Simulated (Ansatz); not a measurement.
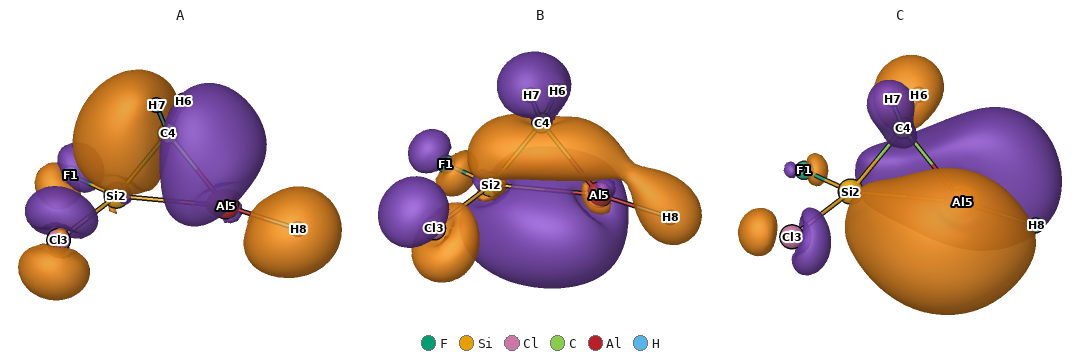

Figure 1: CH3AlClFSi (SMILES F[Si]1(Cl)[CH2][AlH]1). Three frontier orbitals at ±0.08 Å⁻³ᐟ² (orange and purple are the two phases), in no order.

Geometry: PBE0-D4/def2-TZVP.

Method: RKS PBE0-D4/def2-TZVPP in Ansatz.

Input

```
crystal:
  periodic: [false, false, false]
  atoms:
    - {symbol: F, position_ang: [0.400404, -1.069445, 2.206363]}
    - {symbol: Si, position_ang: [0.434667, -0.811590, 0.630873]}
    - {symbol: Cl, position_ang: [2.270609, -1.467675, -0.030083]}
    - {symbol: C, position_ang: [0.074195, 0.903309, 0.001921]}
    - {symbol: Al, position_ang: [-1.081817, -0.307309, -1.053408]}
    - {symbol: H, position_ang: [-0.702030, 1.315050, 0.678027]}
    - {symbol: H, position_ang: [0.799956, 1.682001, -0.229039]}
    - {symbol: H, position_ang: [-2.103785, -0.301540, -2.260354]}
basis:
  gaussian: {orbitals: def2-TZVPP}
hamiltonian: {xc: pbe0, dispersion: d4}
output: {orbitals: {seedname: orbitals}}
```

Command:

```sh
ansatz run in.yaml --threads 2 --pin off --events-out ev --progress --plain --max-ram 4352MiB
```

Which picture is the HOMO−1, the HOMO and the LUMO?

Answer. A is the HOMO−1 (−7.91 eV). Its weight (Hirshfeld) is mainly on C4 (about 45 %), Al5 (about 15 %), Si2 (about 10 %), H8 (about 10 %) and Cl3 (about 5 %). B is the HOMO (−6.52 eV). Its weight (Hirshfeld) is mainly on Si2 (about 35 %), Al5 (about 30 %), C4 (about 15 %) and Cl3 (about 10 %). C is the LUMO (−2.20 eV). It lies mainly on Al5 (about 65 %) and Si2 (about 15 %).

What is the HOMO–LUMO gap?

Answer. 4.32 eV between the orbital energies.
